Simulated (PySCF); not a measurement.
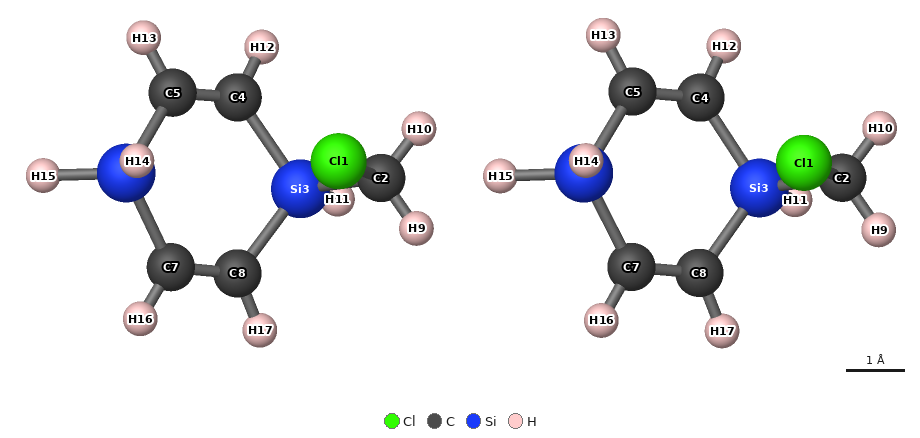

Two geometries of C5H9ClSi2, drawn at one scale. One is the start of a relaxation, the other its converged end. The picture is a ball-and-stick view, seen at a tilt.

Theory: PySCF, PBE0-D3(BJ)/def2-SVP geometry optimisation, gas phase. 

> Which of the two is the end point?

The right one is the relaxed one. The start comes from GFN2-xTB. Its atoms were then displaced at random by about 0.01 Å. The atom that moves furthest after the best rigid fit is an H atom (0.19 Å). By element the largest moves are H 0.19 Å, Cl 0.10 Å, Si 0.06 Å, C 0.05 Å. Among the contacts that change: C–Si 1.920 → 1.869 Å, C–C 1.298 → 1.346 Å, H–Si 1.466 → 1.496 Å, C–H 1.073 → 1.100 Å. Bond angles that change, for instance: H–Si–H 110.8° → 106.8°, Si–C–H 115.2° → 117.8°, C–C–H 121.0° → 118.4°. The energy falls by 4.86 kcal/mol in 5 geometry steps.
